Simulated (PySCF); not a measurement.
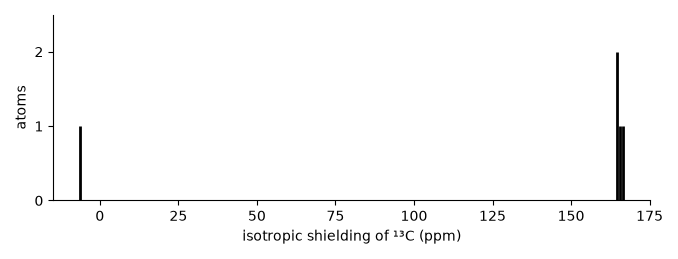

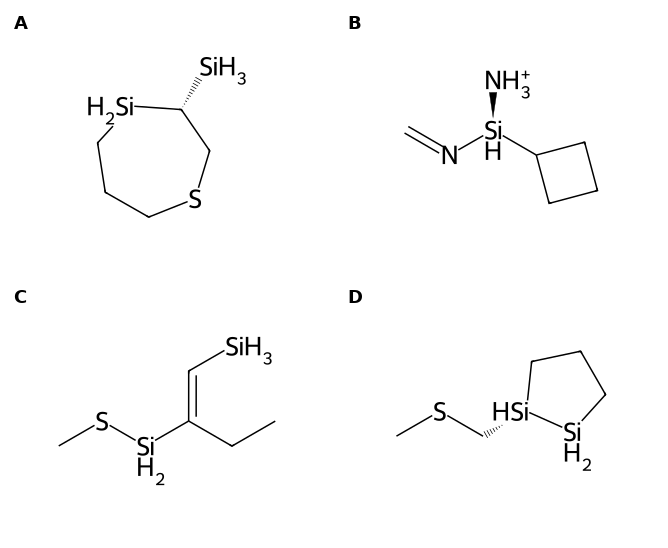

The sticks are computed shieldings of one of the molecules, for one fixed geometry (GFN2-xTB) without averaging over rotations. Low shielding means a high chemical shift. Method: GIAO PBE0/pcSseg-1 NMR shielding, non-relativistic, gas phase (PySCF 2.14.0).

Question: Which molecule gives this pattern?

Answer: B, `C=N[Si@@H]([NH3+])C1CCC1`. Its 5 C atoms give lines at −6.2, 164.6 (2 atoms), 165.5, 166.5 ppm.

The geometry is semi-empirical. Around Si such bond lengths and angles can be off by a tenth of an ångström or more and by several degrees, and values that hang on the shape move with them.
